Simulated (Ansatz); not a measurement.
**AlH3Cl− (SMILES [H][Al-]([H])([H])[Cl]): methods side by side**

AlH3Cl− has 5 atoms, charge -1, and is taken as a singlet. SMILES: `[H][Al-]([H])([H])[Cl]`. Geometry: a GFN2-xTB relaxation, a rough one for these elements and not checked as a minimum.

| atom | x (Å) | y (Å) | z (Å) |
| --- | --- | --- | --- |
| Al | -0.0024 | 0.0004 | -0.1342 |
| Cl | 0.0138 | -0.0184 | 1.9618 |
| H | 1.5321 | 0.0117 | -0.6170 |
| H | -0.7754 | 1.3344 | -0.5904 |
| H | -0.7681 | -1.3281 | -0.6202 |

Each level gives the vertical energy of the triplet above the singlet (eV). The values are calculated.

| level | kind | program | value (eV) | less FCI/STO-3G | CPU time (all runs) |
| --- | --- | --- | --- | --- | --- |
| HF/STO-3G | Hartree–Fock | Ansatz | 11.63 | -0.11 | 0.26 s |
| BLYP/STO-3G | GGA | Ansatz | 10.89 | -0.85 | 5.3 s |
| r2SCAN/STO-3G | meta-GGA | Ansatz | 11.32 | -0.42 | 12 s |
| B3LYP/STO-3G | global hybrid | Ansatz | 11.35 | -0.39 | 5 s |
| HSE06/STO-3G | range-separated hybrid | Ansatz | 11.42 | -0.32 | 5.2 s |
| B2PLYP/STO-3G | double hybrid | Ansatz | 11.77 | +0.03 | 2.4 s |
| MP2/STO-3G | perturbation theory | Ansatz | 11.91 | +0.17 | 0.26 s |
| CCSDTQ/STO-3G | coupled cluster or CI | Ansatz | 11.74 | 0.00 | 38 s |
| FCI/STO-3G | exact in the basis | Ansatz | 11.74 | 0.00 | 1.4 s |

FCI/STO-3G is exact within its basis and frozen core, so for wave-function methods in that basis the difference is their error; functionals converge differently with the basis, so for them it is only a difference. Sets without diffuse functions describe the anion poorly. The values span 10.89 to 11.91 eV. A triplet this far above the singlet is often a Rydberg-like or dissociative state; sets without diffuse functions put Rydberg states too high. All rows use very small basis sets, so even the best lies far from the true value. CPU times are rough (shared hosts, several kinds of processor): they show what a rung costs within a factor of a few.

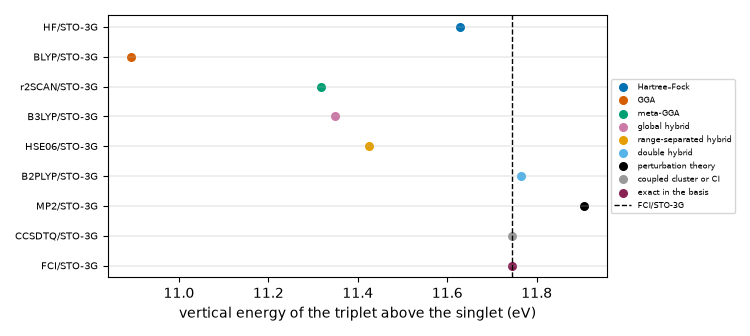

The values of the table, level by level.
